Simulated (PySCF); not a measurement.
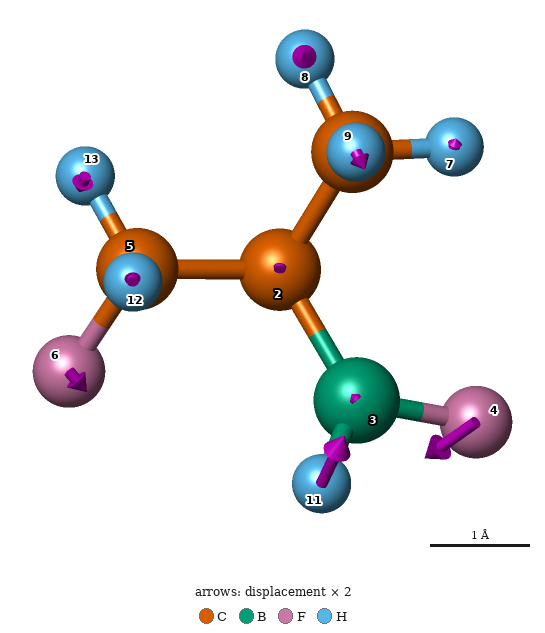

This is a relaxation of C$_{3}$H$_{7}$BF$_{2}$. The starting structure is drawn; purple arrows show the displacements, 2 times their true length. The two geometries are superimposed by the best rigid fit.

The picture is a ball-and-stick view, seen face on.

The start comes from GFN2-xTB. Its atoms were then displaced at random by about 0.01 Å.

Computed with PBE0-D3(BJ)/def2-SVP geometry optimisation, gas phase in PySCF 2.14.0, density-fitted response routines. 

**What did the optimiser do to the structure, and how much energy did it gain?**

The largest move after the best rigid fit is that of an F atom, 0.39 Å. By element the largest moves are F 0.39 Å, H 0.37 Å, C 0.06 Å, B 0.04 Å. Among the contacts that change: B–F 1.352 → 1.323 Å, B–H 1.189 → 1.213 Å, C–C 1.514 → 1.534 Å, C–H 1.085 → 1.105 Å. Among the angles between lasting bonds that change: B–C–C 113.8° → 110.7°, C–B–H 126.0° → 123.5°, F–B–H 114.6° → 116.8°. Groups turn about B–C by about 20°. The energy falls by 0.084 eV in 13 geometry steps. Cost: 110 s on 1 thread of Arm Neoverse N1 (shared host).
